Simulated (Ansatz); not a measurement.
Input file:

```
crystal:
  lattice:
    - [4.7437880684, 0.0, 0.0]
    - [0.0, 4.7437880684, 0.0]
    - [0.0, 0.0, 4.7437880684]
  atoms:
    - { symbol: Ag, position: [0.0, 0.5, 0.5] }
    - { symbol: Ag, position: [0.5, 0.0, 0.5] }
    - { symbol: Ag, position: [0.5, 0.5, 0.0] }
    - { symbol: Sn, position: [0.0, 0.0, 0.0] }
    - { symbol: O, position: [0.5, 0.0, 0.0] }
    - { symbol: O, position: [0.0, 0.5, 0.0] }
    - { symbol: O, position: [0.0, 0.0, 0.5] }
    - { symbol: O, position: [0.5, 0.5, 0.5] }
basis:
  ecutwfc: 420
kpoints:
  mp_grid: { grid: [8, 8, 8] }
  band_path:
    path:
      - [[0.0, 0.0, 0.0], [0.0, 0.5, 0.0], [0.5, 0.5, 0.0], [0.0, 0.0, 0.0], [0.5, 0.5, 0.5], [0.0, 0.5, 0.0]]
      - [[0.5, 0.5, 0.5], [0.5, 0.5, 0.0]]
    npoints: 14
hamiltonian:
  xc: pbe
scf:
  occupations: { method: gaussian, width: 0.1 }
  n_extra_bands: 20
output:
  forces: true
  stress: true
  eigenvalues: true
  populations: true
  dos: { projected: true, de: 0.02, nscf_kmesh: { grid: [10, 10, 10] } }
  bader: true
  write_density: true
  write_potential: true
  elf: true
  volumetric_format: npy
```

Command:

```sh
ansatz run input.yaml --threads 1 --pin off --max-ram 2560MiB --backend cpu --events-out ev --progress --plain --runs-dir out
```

Below, planes, directions and counts refer to the conventional cell (a = 4.74 Å, b = 4.74 Å, c = 4.74 Å, α = 90.00°, β = 90.00°, γ = 90.00°).

Space group Pm-3m; a structure generated by program, which may or may not match a known phase; computed without spin polarisation.

All numbers below come from DFT PBE, scalar-relativistic, plane waves, PAW in Ansatz 0.2.0.

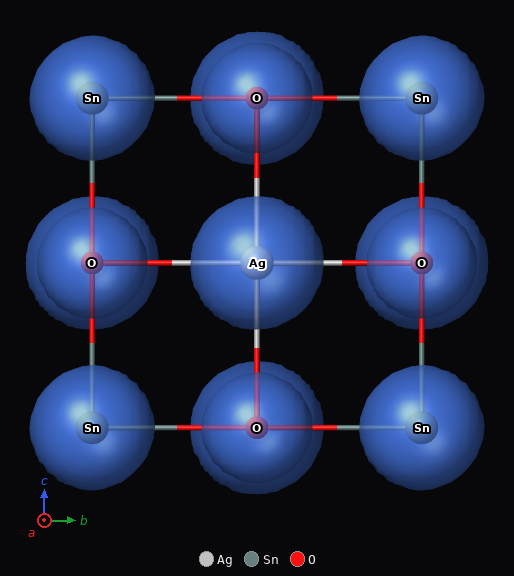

Ag₃SnO₄. Isosurface of the valence charge density (pseudo) at 0.8 e/Å³ (blue), seen along the a axis. Sticks mark near contacts.

The density is the valence pseudo-density of a PAW calculation; it isn't the true density close to the nuclei.

Question: Which contacts does the surface bridge?

Answer: At this value the density breaks into separate islands; it holds about 80 % of the electrons treated as valence (semicore included). It bridges none of the near contacts. It is pinched off along the sampled Ag–O (2.37 Å) and Sn–O (2.37 Å) contacts. On the grid the lowest density along these lines, outside the cores, is 0.34 e/Å³ (Ag–O, 2.37 Å) and 0.36 e/Å³ (Sn–O, 2.37 Å).
